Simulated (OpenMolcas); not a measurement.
**Ti²⁺ complex: multiconfigurational calculation**

System: Ti²⁺ with 4 ligands (Cl; tetrahedron, 2.49 Å), neutralised by 4 outer point charges of +0.5 e, whose field is part of the energies.
Method: state-averaged CASSCF, active space 2 electrons in the shell 3d, basis ANO-RCC-VDZP on the metal and ANO-RCC-VDZP on the ligands, DKH2 scalar Hamiltonian, spin-orbit coupling by RASSI with atomic mean-field integrals (OpenMolcas).

## Input file
```
&GATEWAY
Coord
5

Ti 0.0 0.0 0.0
Cl 1.437602 1.437602 1.437602
Cl 1.437602 -1.437602 -1.437602
Cl -1.437602 1.437602 -1.437602
Cl -1.437602 -1.437602 1.437602
Basis=Ti.ANO-RCC-VDZP,Cl.ANO-RCC-VDZP
Group=NoSym
NoMove
AngMom=0.0 0.0 0.0
AMFI
RICD
XField
4 Angstrom 0
2.938713 2.938713 2.938713 0.500000
2.938713 -2.938713 -2.938713 0.500000
-2.938713 2.938713 -2.938713 0.500000
-2.938713 -2.938713 2.938713 0.500000
&SEWARD
&RASSCF
FileOrb=start.orb
Symmetry=1
Spin=3
nActEl=2 0 0
Inactive=45
Ras2=5
CIRoot=10 10 1
SDav=10
CIMx=300
Iter=150 100
PrWF=0.3
OrbListing=Nothing
MaxOrb=0
LevShft=1.0
>>> COPY $Project.JobIph JOB001
&RASSCF
FileOrb=start.orb
Symmetry=1
Spin=1
nActEl=2 0 0
Inactive=45
Ras2=5
CIRoot=15 15 1
SDav=15
CIMx=300
Iter=150 100
PrWF=0.3
OrbListing=Nothing
MaxOrb=0
LevShft=1.0
>>> COPY $Project.JobIph JOB002
&RASSI
NrOfJobIphs=2 10 15
1 2 3 4 5 6 7 8 9 10
1 2 3 4 5 6 7 8 9 10 11 12 13 14 15
IphNames
JOB001
JOB002
EJob
SpinOrbit
DIPRint=1.0
SOCoupling=1000.0
Subsets=2
Property=9
'ANGMOM' 1 'ANGMOM' 2 'ANGMOM' 3 'MLTPL  1' 1 'MLTPL  1' 2 'MLTPL  1' 3
'AMFI' 1 'AMFI' 2 'AMFI' 3
SOProperty=3
'ANGMOM' 1 'ANGMOM' 2 'ANGMOM' 3
```

The file start.orb holds starting orbitals from an earlier step. A driver script formed the levels outside the program, from RASSI's spin-orbit matrix and the active-space energies, averaged over the components of each term or state.

Launched with:
```bash
OMP_NUM_THREADS=1 MOLCAS_MEM=2457 MOLCAS_PROJECT=a pymolcas a.inp > a.log  # once for each step of the input, in one work folder
```

## The program's output (extracts)
```
--- SEWARD ---
Basis set label: TI.ANO-RCC...5S4P2D1F.

      Electronic valence basis set:
      ------------------
      Associated Effective Charge  22.000000 au
      Associated Actual Charge     22.000000 au
      Nuclear Model: Point charge

      Shell  nPrim  nBasis  Cartesian Spherical Contaminant
         s      21       5        X
         p      15       4        X
         d      10       2                 X
         f       6       1                 X
                  Relativistic Douglas-Kroll-Hess integrals:
                    - DKH order of Hamiltonian: 2
                    - DKH order of Properties : 0
                  Atomic mean-field integrals
--- RASSCF ---
Wave function specifications:
      -----------------------------

      Number of closed shell electrons          90
      Number of electrons in active shells       2
      Max number of holes in RAS1 space          0
      Max nr of electrons in RAS3 space          0
      Number of inactive orbitals               45
      Number of active orbitals                  5
      Number of secondary orbitals              56
      Spin quantum number                      1.0
      State symmetry                             1
Orbital specifications:
      -----------------------

      Symmetry species                           1
                                                 a
      Frozen orbitals                            0
      Inactive orbitals                         45
      Active orbitals                            5
      RAS1 orbitals                              0
      RAS2 orbitals                              5
      RAS3 orbitals                              0
      Secondary orbitals                        56
      Deleted orbitals                           0
      Number of basis functions                106
      Number of CSFs                            10
      Number of root(s) required                10
      Iter CI   SX   CI       RASSCF       Energy    max ROT     max BLB   max BLB  Level Ln srch  Step   QN
          iter iter root      energy       change     param      element    value   shift minimum  type update
 Nr of preliminary CI iterations:   1
      Total energies have been shifted. Add                -2000.00 au
        1   1   10    0  -697.01729209    0.00E+00  -4.01E-02   32  90 1 -1.17E-01*  0.87   0.00    SX    NO
        2   1   10    0  -697.21571960   -1.98E-01* -1.31E-02   27  83 1 -3.97E-02*  0.93   0.00    SX    NO
        3   1    9    0  -697.24927074   -3.36E-02* -9.44E-03   32  47 1  1.66E-02*  0.95   0.00    SX    NO
        4   1    9    0  -697.25696050   -7.69E-03* -6.94E-03   32  47 1  1.04E-02*  0.95   0.00    SX    NO
        5   1    9    0  -697.25939863   -2.44E-03* -9.51E-03   32  47 1  6.68E-03*  0.96   2.48    LS   YES
        6   1    8    0  -697.26074831   -1.35E-03*  4.01E-03   14  72 1  2.99E-03*  0.96   1.08    QN   YES
        7   1    8    0  -697.26094842   -2.00E-04*  3.68E-03    8  69 1 -1.92E-03*  0.96   1.94    LS   YES
        8   1    8    0  -697.26100942   -6.10E-05* -9.78E-04   39  98 1 -2.06E-03*  0.96   1.02    QN   YES
        9   1    7    0  -697.26102864   -1.92E-05* -5.10E-04   12  71 1 -9.18E-04*  0.96   1.52    LS   YES
       10   1    7    0  -697.26103119   -2.54E-06*  8.32E-04    8  69 1  4.50E-04*  0.96   1.00    QN   YES
       11   1    7    0  -697.26103360   -2.41E-06*  6.94E-04    7  68 1  1.58E-04*  0.96   1.84    LS   YES
       12   1    7    0  -697.26103398   -3.78E-07*  8.63E-05   39  98 1  2.58E-04*  0.96   0.75    QN   YES
       13   1    6    0  -697.26103428   -3.08E-07*  6.45E-05   30  89 1  9.62E-05   0.96   1.75    LS   YES
       14   1    6    0  -697.26103436   -7.26E-08*  2.08E-04    5  70 1 -8.11E-05   0.96   1.06    QN   YES
       15   1    5    0  -697.26103441   -5.12E-08* -9.12E-05    5  70 1 -2.64E-05   0.96   1.43    QN   YES
       16   1    5    0  -697.26103442   -7.85E-09   1.17E-05    7  47 1  4.70E-06   0.96   1.30    QN   YES
      Convergence after 16 iterations
       17   1    5    0  -697.26103442   -8.09E-10   1.17E-05    5  70 1  4.17E-06   0.96   1.30    QN   YES
      Natural orbitals and occupation numbers for root  1
      sym 1:   0.000000   1.000000  -0.000000  -0.000000   1.000000
      Natural orbitals and occupation numbers for root  2
      sym 1:   0.919036   0.080964  -0.000000   0.080964   0.919036
      Natural orbitals and occupation numbers for root  3
      sym 1:   0.000000   0.774451   0.225549   0.774451   0.225549
::    RASSCF root number  1 Total energy:  -2697.29353902
::    RASSCF root number  2 Total energy:  -2697.28005732
::    RASSCF root number  3 Total energy:  -2697.28005732
::    RASSCF root number  4 Total energy:  -2697.28005732
::    RASSCF root number  5 Total energy:  -2697.27014758
::    RASSCF root number  6 Total energy:  -2697.27014758
::    RASSCF root number  7 Total energy:  -2697.27014758
::    RASSCF root number  8 Total energy:  -2697.22206349
::    RASSCF root number  9 Total energy:  -2697.22206349
::    RASSCF root number 10 Total energy:  -2697.22206349
--- RASSCF ---
Wave function specifications:
      -----------------------------

      Number of closed shell electrons          90
      Number of electrons in active shells       2
      Max number of holes in RAS1 space          0
      Max nr of electrons in RAS3 space          0
      Number of inactive orbitals               45
      Number of active orbitals                  5
      Number of secondary orbitals              56
      Spin quantum number                      0.0
      State symmetry                             1
Orbital specifications:
      -----------------------

      Symmetry species                           1
                                                 a
      Frozen orbitals                            0
      Inactive orbitals                         45
      Active orbitals                            5
      RAS1 orbitals                              0
      RAS2 orbitals                              5
      RAS3 orbitals                              0
      Secondary orbitals                        56
      Deleted orbitals                           0
      Number of basis functions                106
      Number of CSFs                            15
      Number of root(s) required                15
      Iter CI   SX   CI       RASSCF       Energy    max ROT     max BLB   max BLB  Level Ln srch  Step   QN
          iter iter root      energy       change     param      element    value   shift minimum  type update
 Nr of preliminary CI iterations:   1
      Total energies have been shifted. Add                -2000.00 au
        1   1    9    0  -697.20719801    0.00E+00  -9.44E-03   50  59 1 -6.14E-03*  0.97   0.00    SX    NO
        2   1    8    0  -697.20782421   -6.26E-04*  4.44E-03   28  68 1 -4.51E-03*  0.96   0.00    SX    NO
        3   1    8    0  -697.20802732   -2.03E-04*  2.63E-03   28  68 1 -2.26E-03*  0.96   0.00    SX    NO
        4   1    8    0  -697.20810876   -8.14E-05*  1.58E-03   35  46 1 -1.38E-03*  0.95   0.00    SX    NO
        5   1    8    0  -697.20814386   -3.51E-05*  2.34E-03   35  46 1 -1.01E-03*  0.95   2.50    LS   YES
        6   1    7    0  -697.20817007   -2.62E-05* -1.07E-03   35  46 1 -4.66E-04*  0.95   1.36    QN   YES
        7   1    7    0  -697.20817364   -3.57E-06* -5.28E-04   28  68 1  1.81E-04*  0.95   1.30    QN   YES
        8   1    7    0  -697.20817446   -8.22E-07* -4.75E-04   26  67 1  9.36E-05   0.95   1.90    LS   YES
        9   1    6    0  -697.20817459   -1.30E-07*  1.69E-04   34  67 1  9.04E-05   0.95   0.72    QN   YES
       10   1    6    0  -697.20817477   -1.78E-07*  6.93E-05   38  50 1 -4.00E-05   0.95   1.41    LS   YES
       11   1    6    0  -697.20817478   -1.61E-08*  7.79E-05   41  52 1  2.10E-05   0.95   1.00    QN   YES
       12   1    6    0  -697.20817480   -1.61E-08*  6.68E-05   38  50 1 -1.56E-05   0.95   1.93    QN   YES
       13   1    4    0  -697.20817481   -7.22E-09  -4.54E-06   34  67 1 -8.09E-06   0.95   1.15    QN   YES
      Convergence after 13 iterations
       14   1    4    0  -697.20817481   -3.55E-10  -4.54E-06   34  67 1 -5.98E-06   0.95   1.15    QN   YES
      Natural orbitals and occupation numbers for root  1
      sym 1:   0.000062   0.132033   0.865051   0.865051   0.137804
      Natural orbitals and occupation numbers for root  2
      sym 1:   0.179870   0.047899   0.865051   0.865051   0.042128
      Natural orbitals and occupation numbers for root  3
      sym 1:   0.102166   0.236489   0.693976   0.502541   0.464829
::    RASSCF root number  1 Total energy:  -2697.24109614
::    RASSCF root number  2 Total energy:  -2697.24109614
::    RASSCF root number  3 Total energy:  -2697.22937293
::    RASSCF root number  4 Total energy:  -2697.22937293
::    RASSCF root number  5 Total energy:  -2697.22937293
::    RASSCF root number  6 Total energy:  -2697.21255656
::    RASSCF root number  7 Total energy:  -2697.20968547
::    RASSCF root number  8 Total energy:  -2697.20968547
::    RASSCF root number  9 Total energy:  -2697.20968547
::    RASSCF root number 10 Total energy:  -2697.20441067
::    RASSCF root number 11 Total energy:  -2697.20441067
::    RASSCF root number 12 Total energy:  -2697.19960880
::    RASSCF root number 13 Total energy:  -2697.19960880
::    RASSCF root number 14 Total energy:  -2697.19960880
::    RASSCF root number 15 Total energy:  -2697.10305031
--- RASSI ---
SPIN-FREE ENERGIES:
  (Shifted by EMIN (a.u.) =      -2697.2935390176)

 SF State       Relative EMIN(au)   Rel lowest level(eV)    D:o, cm**(-1)

     1             0.0000000000        0.0000000000              0.0000
     2             0.0134817011        0.3668557749           2958.8914
     3             0.0134817011        0.3668557749           2958.8914
     4             0.0134817011        0.3668557749           2958.8914
     5             0.0233914353        0.6365133807           5133.8266
     6             0.0233914353        0.6365133807           5133.8266
     7             0.0233914353        0.6365133807           5133.8266
    11             0.0524428812        1.4270434964          11509.8820
    12             0.0524428812        1.4270434964          11509.8820
    13             0.0641660850        1.7460481226          14082.8278
    14             0.0641660850        1.7460481226          14082.8278
    15             0.0641660850        1.7460481226          14082.8278
    10             0.0714755323        1.9449483160          15687.0661
     8             0.0714755323        1.9449483160          15687.0661
     9             0.0714755323        1.9449483160          15687.0661
    16             0.0809824586        2.2036449588          17773.5952
    17             0.0838535433        2.2817711544          18403.7255
    18             0.0838535433        2.2817711544          18403.7255
    19             0.0838535433        2.2817711544          18403.7255
    20             0.0891283489        2.4253059281          19561.4115
    21             0.0891283489        2.4253059281          19561.4115
    22             0.0939302187        2.5559714604          20615.3001
    23             0.0939302187        2.5559714604          20615.3001
    24             0.0939302187        2.5559714604          20615.3001
    25             0.1904887118        5.1834619126          41807.4398
     Dipole printing threshold changed to   1.00000000E+00

++ Dipole transition strengths (spin-free states):
   -----------------------------------------------
     for osc. strength at least  1.00000000E+00

  ( Max oscillator strength is only    5.3107610704362191E-004 )
--
Eigenvalues of complex Hamiltonian:
   -----------------------------------
  (Shifted by EMIN (a.u.) =      -2697.2935390176)

 SO State       Relative EMIN(au)   Rel lowest level(eV)    D:o, cm**(-1)

     1            -0.0000455722        0.0000000000              0.0000
     2            -0.0000455722        0.0000000000              0.0000
     3            -0.0000455722        0.0000000000              0.0000
     4             0.0132681437        0.3622846644           2922.0229
     5             0.0133854943        0.3654779381           2947.7784
     6             0.0133854943        0.3654779381           2947.7784
     7             0.0133854943        0.3654779381           2947.7784
     8             0.0135033700        0.3686854976           2973.6491
     9             0.0135033700        0.3686854976           2973.6491
    10             0.0135645261        0.3703496405           2987.0713
    11             0.0135645261        0.3703496406           2987.0713
    12             0.0135645261        0.3703496405           2987.0713
    13             0.0230522441        0.6285236012           5069.3847
    14             0.0230522441        0.6285236012           5069.3847
    15             0.0230522441        0.6285236013           5069.3847
    16             0.0230934550        0.6296450047           5078.4295
    17             0.0230934550        0.6296450047           5078.4295
    18             0.0237718961        0.6481063285           5227.3301
    19             0.0237718961        0.6481063285           5227.3301
    20             0.0237718961        0.6481063285           5227.3301
    21             0.0241076163        0.6572417414           5301.0121
    22             0.0524384779        1.4281637580          11518.9175
    23             0.0524384779        1.4281637580          11518.9175
    24             0.0641117027        1.7458083883          14080.8943
    25             0.0641117027        1.7458083882          14080.8943
    26             0.0641117027        1.7458083882          14080.8943
    27             0.0709556915        1.9320428108          15582.9762
    28             0.0712219931        1.9392892443          15641.4226
    29             0.0712219931        1.9392892443          15641.4226
    30             0.0712219931        1.9392892443          15641.4226
    31             0.0717490608        1.9536314887          15757.1006
    32             0.0717490608        1.9536314887          15757.1006
    33             0.0717921773        1.9548047472          15766.5636
    34             0.0717921773        1.9548047472          15766.5636
    35             0.0717921773        1.9548047472          15766.5636
    36             0.0809876871        2.2050273161          17784.7447
    37             0.0838573541        2.2831149340          18414.5638
    38             0.0838573541        2.2831149340          18414.5638
    39             0.0838573541        2.2831149340          18414.5638
    40             0.0891355352        2.4267415580          19572.9907
    41             0.0891355352        2.4267415580          19572.9907
Weights of the five most important spin-orbit-free states for each spin-orbit state.

 SO State  Total energy (au)           Spin-free states, spin, and weights
 -------------------------------------------------------------------------------------------------------
    1        -0.000046       1 1.0  0.9968    3 1.0  0.0013    2 1.0  0.0012    4 1.0  0.0007   14 0.0  0.0000
    2        -0.000046       1 1.0  0.9968    2 1.0  0.0014    4 1.0  0.0010    3 1.0  0.0007   13 0.0  0.0000
    3        -0.000046       1 1.0  0.9968    4 1.0  0.0014    3 1.0  0.0011    2 1.0  0.0005   15 0.0  0.0000
    4         0.013268       2 1.0  0.3333    3 1.0  0.3333    4 1.0  0.3333    1 1.0  0.0000    7 1.0  0.0000
    5         0.013385       4 1.0  0.4820    2 1.0  0.2901    3 1.0  0.2221    1 1.0  0.0031    5 1.0  0.0012
    6         0.013385       4 1.0  0.4869    3 1.0  0.2977    2 1.0  0.2097    1 1.0  0.0031    7 1.0  0.0014
    7         0.013385       2 1.0  0.4945    3 1.0  0.4745    4 1.0  0.0253    1 1.0  0.0031    5 1.0  0.0010
    8         0.013503       4 1.0  0.5376    3 1.0  0.2497    2 1.0  0.2047    7 1.0  0.0035    5 1.0  0.0028
    9         0.013503       2 1.0  0.4566    3 1.0  0.4116    4 1.0  0.1237    6 1.0  0.0038    5 1.0  0.0024
   10         0.013565       4 1.0  0.4368    3 1.0  0.2971    2 1.0  0.2638    7 1.0  0.0011    6 1.0  0.0010
   11         0.013565       4 1.0  0.4490    2 1.0  0.3176    3 1.0  0.2312    5 1.0  0.0011    6 1.0  0.0008
   12         0.013565       3 1.0  0.4695    2 1.0  0.4163    4 1.0  0.1120    5 1.0  0.0009    7 1.0  0.0009
```

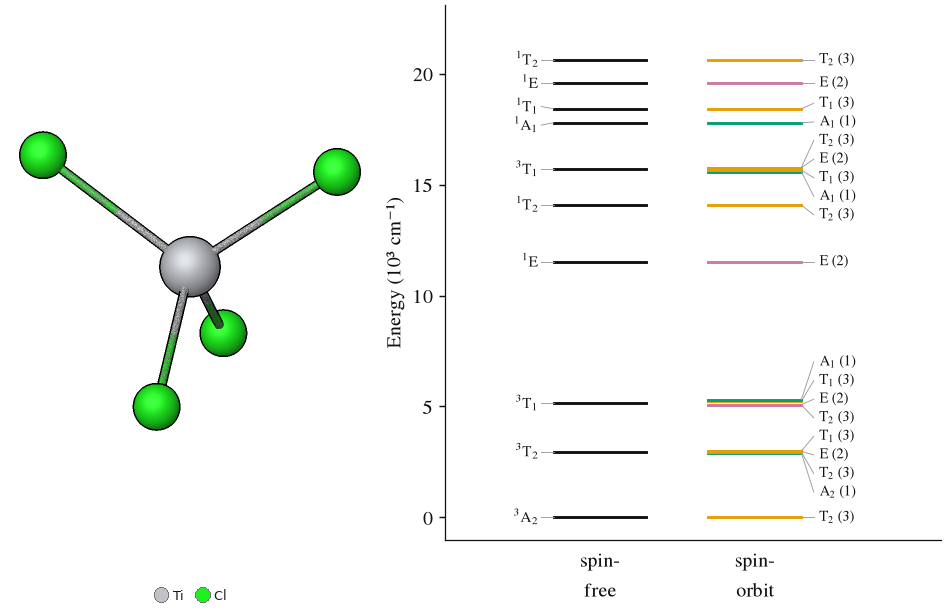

Figure 1. Ti²⁺ (3d²) with 4 ligands, Cl⁻, at 2.49 Å (arrangement: tetrahedron, Td), neutralised by outer point charges of +0.5 e, and its levels. Labels give the representation in O, Td, D4 or D3 as the site allows (double group for half-integer spin) where it could be assigned and, in brackets, the degeneracy; spin-free states, where drawn, share the zero of the spin-orbit levels. The ground level is T₂, 3-fold degenerate, 100 % from states of spin multiplicity 3. The next level lies at 2,920 cm⁻¹ (A₂). The lowest spin-free state is ³A₂, from the free-ion F term; of the same spin there follow at 2,960 cm⁻¹ (³T₂), 5,130 cm⁻¹ (³T₁) and 15,700 cm⁻¹ (³T₁) above it. The active orbitals hold 93 to 97 % metal character (Löwdin), and the Mulliken charge of the metal is +1.38.

## Summary

- outcome: converged
- energy of the lowest spin-free term: −2697.29354 hartree
- energy of the lowest spin-orbit level: −2697.29358 hartree
- largest spread among components of a term: 0.0 cm⁻¹
- hardware: 1 thread of Arm Neoverse V1, 24 GiB of memory available, shared host
- wall time: 23 s

## Remarks

Without dynamic correlation the splittings between terms come out too large, often by 20 to 50 %. To bear in mind: distances are set from ionic radii, not optimised.
